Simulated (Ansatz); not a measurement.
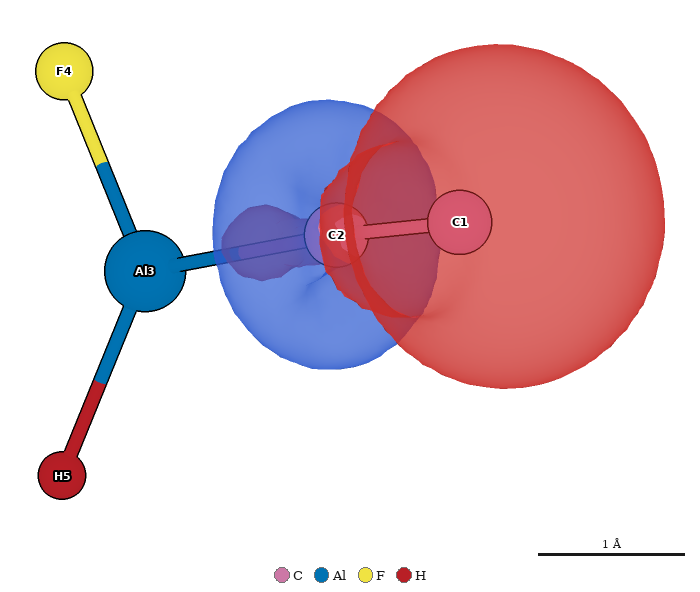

C2HAlF (doublet). Isosurfaces of the spin density at +0.03 (red) and −0.03 e/Å³ (blue), seen at an oblique angle.

Geometry: PBE0-D3(BJ)/pcseg-1.

Computed with Ansatz 0.2.0, isolated molecule in a Gaussian basis; Kohn-Sham density functional theory, functional PBE0.

```yaml
atoms:
  - { symbol: C, position_ang: [-2.3917, -0.0565, -1.6159] }
  - { symbol: C, position_ang: [-1.5730, -0.8116, -1.1093] }
  - { symbol: Al, position_ang: [-0.3765, -2.0055, -0.2398] }
  - { symbol: F, position_ang: [1.1156, -2.2272, -0.9506] }
  - { symbol: H, position_ang: [-0.7206, -2.7733, 1.0841] }
```

Describe the spin distribution.

The unpaired spin (1 electron) lies mostly on C1 (about 1.0), in electrons by Hirshfeld's partition.
